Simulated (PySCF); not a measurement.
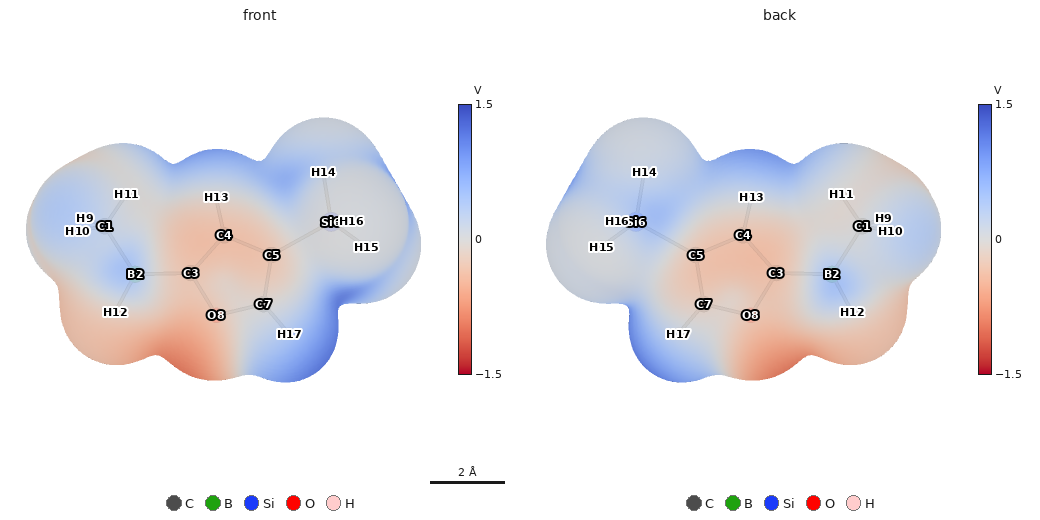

*C5H9BOSi. The electrostatic potential painted on the density surface at 0.001 e/bohr³, seen from the front and from behind; the colour scale runs from red (negative) to blue (positive).*

Geometry: GFN2-xTB.

All numbers below come from PBE0/pcSseg-1, SCF density, gas phase, non-relativistic in PySCF 2.14.0.

Input file:

```
{"job": {"kind": "nmr", "xc": "PBE0", "basis": "pcSseg-1"}, "charge": 0, "multiplicity": 1}
C     -3.103901     0.222051     0.464397
B     -2.209639    -0.308473    -0.715953
C     -0.684127    -0.270650    -0.634223
C      0.186596     0.174755     0.342309
C      1.509347    -0.041111    -0.105269
Si     3.110009     0.346555     0.783053
C      1.350289    -0.610772    -1.344720
O      0.071381    -0.752261    -1.670041
H     -3.597928    -0.621296     0.947432
H     -3.906416     0.862004     0.102272
H     -2.563446     0.764346     1.234407
H     -2.709035    -0.763656    -1.673639
H     -0.091577     0.611512     1.280545
H      2.798947     1.175853     1.948240
H      4.004469     1.067858    -0.125651
H      3.746055    -0.901978     1.214106
H      2.081978    -0.942706    -2.057173
```

Command:

```sh
OMP_NUM_THREADS=1 python probes_run.py task.json out
```

Q: Where is the surface potential most negative and most positive?

A: The most negative region (about −0.9 V) lies over O8, the most positive (about +1.1 V) over Si6 and H17.
